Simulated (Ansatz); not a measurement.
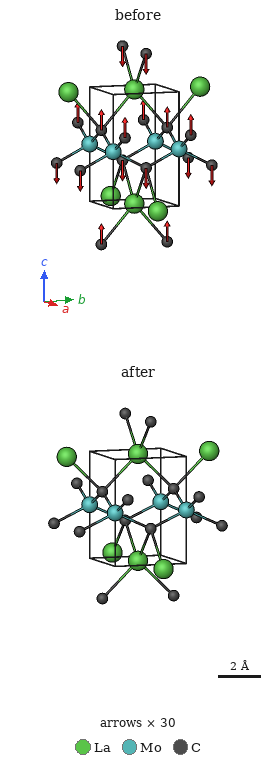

The structure of crystalline LaMoC$_{2}$ (a generated structure, set up in P-4m2) (coarse preliminary run) before (top) and after (bottom) a relaxation, at one scale. The red arrows give the displacements (the part carried along by the change of the cell is left out), 30 times their true length.

A ball-and-stick model of the cell of the calculation, seen slightly off an axis.

Level of theory: DFT PBE, scalar-relativistic, plane waves, PAW in Ansatz. Settings: plane-wave cutoff 420 eV; k-point mesh 6 × 6 × 4; occupations gaussian; smearing width 0.1 eV; no spin polarisation; cell and atoms relaxed; force threshold 0.04 eV/Å; at most 70 steps.

### Describe what moved and what it gained.

The largest moves relative to the cell, 0.035 Å, are those of C atoms. Mo and La stay in place. The volume changes by +9.6 %, with a = b 3.387 → 3.666 Å (+8.2 %), c 5.571 → 5.215 Å (−6.4 %). Among the contacts that change: La–La 3.387 → 3.666 Å, C–Mo 1.899 → 2.016 Å, C–La 2.565 → 2.547 Å. Bond angles that change, for instance: C–La–C 82.6° → 92.0°, La–C–La 82.6° → 92.0°, C–La–C 124.3° → 118.8°. The space group stays P-4m2 (No. 115). Over 4 accepted moves (6 points after the start) the energy falls by 161 meV per atom. Largest force component: 2.2 eV/Å at the start, 0.005 eV/Å at the end. The pressure goes from 18.12 to 0.01 GPa. At 2 points the geometry stayed and the basis and grid were re-selected for the new cell (energy shift of 4.6 meV per atom at most each time). The run took 36 s on 1 thread of Intel(R) Xeon(R) Platinum 8488C (Sapphire Rapids), with other jobs on the host, peak memory 0.45 GiB.
